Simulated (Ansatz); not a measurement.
```xyz
12

C    -0.9495   -0.4417    1.2668
C     0.0936    0.4035    0.5461
B     0.4108   -0.0411   -0.9257
O    -0.2343   -1.1149   -1.4515
S     1.6272    0.8384   -1.9708
H    -1.9049   -0.4263    0.7384
H    -1.1232   -0.0816    2.2836
H    -0.6373   -1.4861    1.3303
H    -0.2176    1.4558    0.5249
H     1.0351    0.4087    1.1103
H     0.0060   -1.3334   -2.3553
H     1.9709    1.7638   -1.0632
```

Geometry: PBE0-D4/def2-TZVP.

The calculation used isolated molecule in a Gaussian basis; Hartree-Fock (Ansatz 0.2.0).

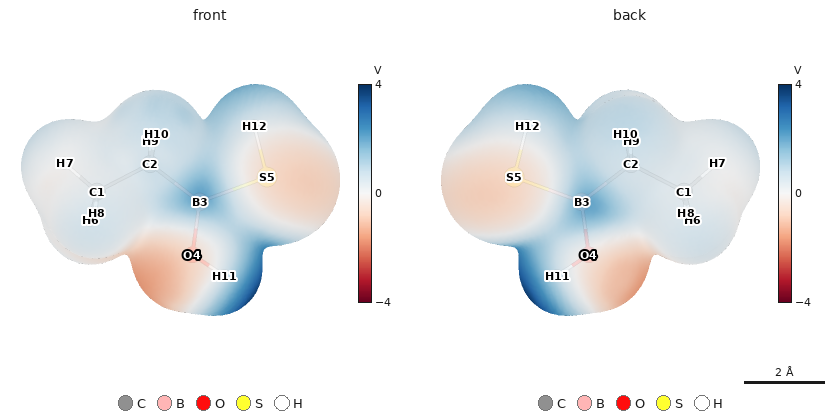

C2H7BOS (SMILES CCB(O)S). The electrostatic potential painted on the density surface at 0.004 e/bohr³, seen from the front and from behind; the colour scale runs from red (negative) to blue (positive).

### Describe the electrostatic potential map.

The most negative region (about −1.6 V) lies over O4, the most positive (about +3.6 V) over H11. O4 is the likeliest acceptor of a hydrogen bond.

### How polar is the molecule by this calculation?

Its dipole moment is 0.44 D.
